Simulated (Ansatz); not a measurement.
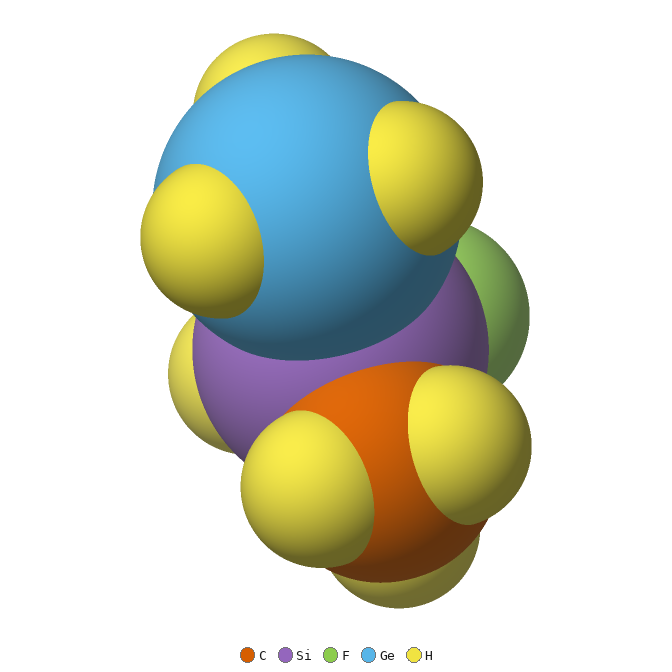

The computed structure is the end point of a PBE-D4/def2-SVP optimisation. No frequency run is at hand to confirm it as a minimum.

Draw it as a skeletal formula.

SMILES: C[Si@H](F)[GeH3]

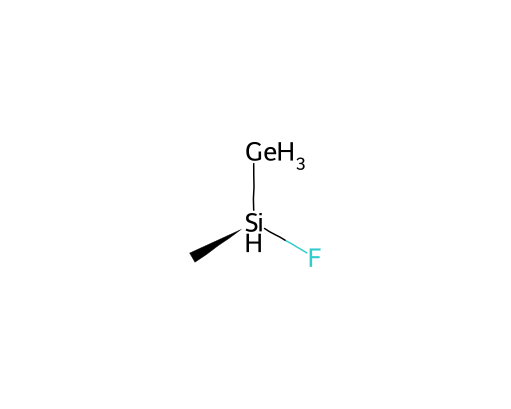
